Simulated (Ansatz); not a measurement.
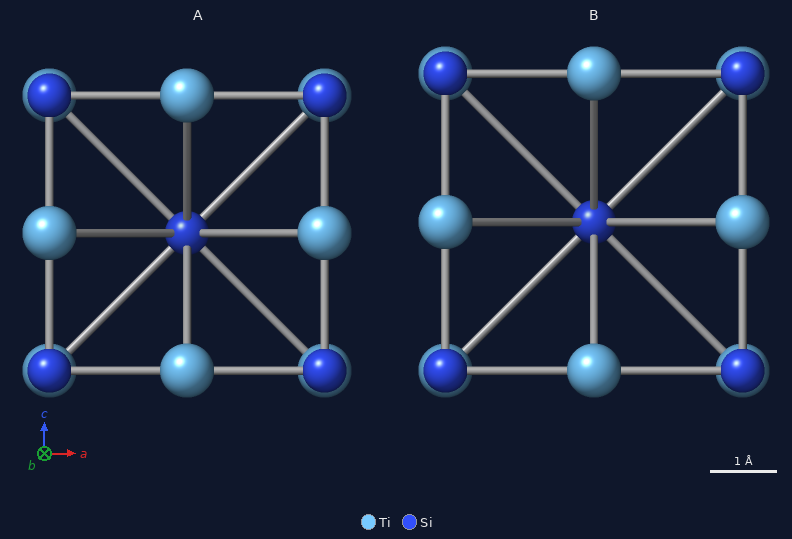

Two geometries of a crystal of Ti$_{3}$Si$_{2}$ (a generated structure, set up in Pm-3m) (coarse preliminary run), drawn at one scale. One is the start of a relaxation, the other its converged end. Style: ball-and-stick. Shown: the cell of the calculation, along the b axis.

Computed with Ansatz, DFT PBE, scalar-relativistic, plane waves, PAW. Settings: plane-wave cutoff 420 eV; k-point mesh 4 × 4 × 4; occupations gaussian; smearing width 0.1 eV; no spin polarisation; cell and atoms relaxed; force threshold 0.04 eV/Å; at most 70 steps.

Which of the two is the end point?

Answer. Structure B is the relaxed one. After 4 accepted moves (6 points after the start) the energy has fallen by 1.684 eV per cell of the calculation. All forces vanish by symmetry, so only the cell relaxes. Pressure: 33.50 GPa at the start and 0.05 GPa at the end. The SCF was repeated twice at an unchanged geometry on a basis and grid sized afresh for the cell, which shifted the energy by 16.0 meV per cell of the calculation at most. No atom moves by more than 0.005 Å relative to the cell. Cell: a = b = c 4.214 → 4.551 Å (+8.0 %). Volume +25.9 %. Some distances before and after: Si–Ti 2.980 → 3.218 Å, Ti–Ti 2.980 → 3.218 Å, Si–Ti 2.107 → 2.276 Å. The space group stays Pm-3m (No. 221). Cost: 43 s on 1 thread of Intel(R) Xeon(R) Processor @ 2.50GHz (Skylake/Cascade Lake), on a shared host, peak memory 0.38 GiB.

Limits of the set-up: the k-point mesh is coarse for a cell with partly filled bands.
